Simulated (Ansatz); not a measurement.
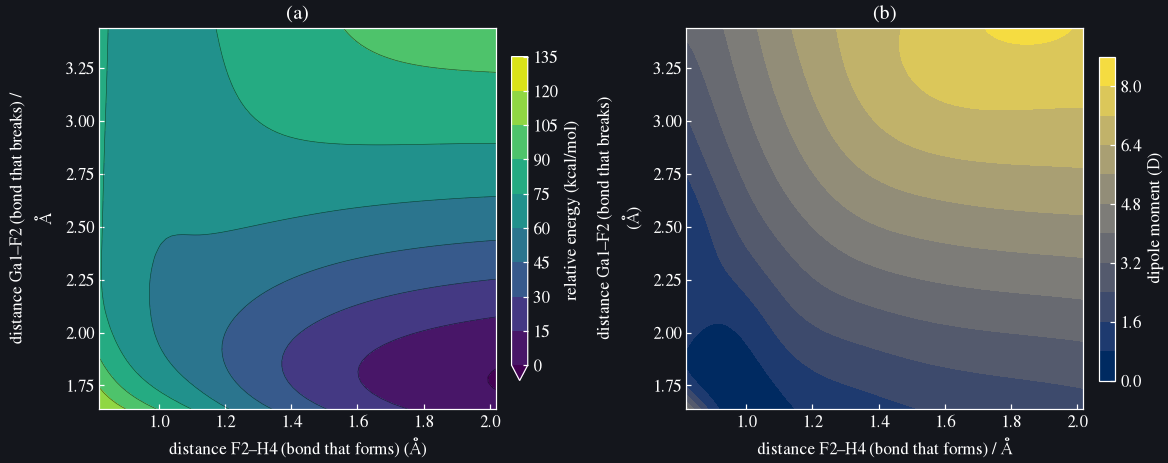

The reacting system CH₃ClFGa (fragments CH₃ClFGa where the first distance is long, CH₂ClGa + FH where the second is long). Coordinates scanned: (1) distance F2–H4 (bond that forms); (2) distance Ga1–F2 (bond that breaks). Relaxed at each point: all other coordinates. The grid has 7 × 7 points. Points are written as (first, second). Energies: kcal/mol, counted from the lowest grid point. The reference is spin-restricted, so regions where a bond is pulled apart into radicals lie too high. Level of theory: RKS r2SCAN-D4/def2-SVP in Ansatz.

Panel (a) is the energy; panel (b) is the computed dipole moment, in D.

In the figure: filled contours. Between grid points the surface is interpolated.

> How does the dipole moment vary over the map, and what is it at the lowest grid point?

Leaving out the highest fifth of the energies, it runs from 0.2 D at (0.947 Å, 1.830 Å) to 6.3 D at (1.324 Å, 3.071 Å). At the lowest grid point, (2.019 Å, 1.830 Å), it is 2.7 D. That point lies on the edge of the scan.

```csv
"second ↓, first →",0.819,0.947,1.123,1.324,1.542,1.774,2.019
3.438,3.3,4.1,5.5,6.6,7.4,8.1,7.9
3.071,2.5,3.6,5.0,6.3,7.1,7.3,7.2
2.722,1.5,2.8,4.2,5.3,5.9,6.1,6.2
2.395,0.8,1.9,3.2,4.2,4.6,4.8,5.0
2.094,1.5,1.0,2.2,3.0,3.4,3.6,3.7
1.830,0.8,0.2,1.3,1.9,2.3,2.5,2.7
1.638,4.3,0.4,0.7,1.3,1.6,1.9,2.1
```
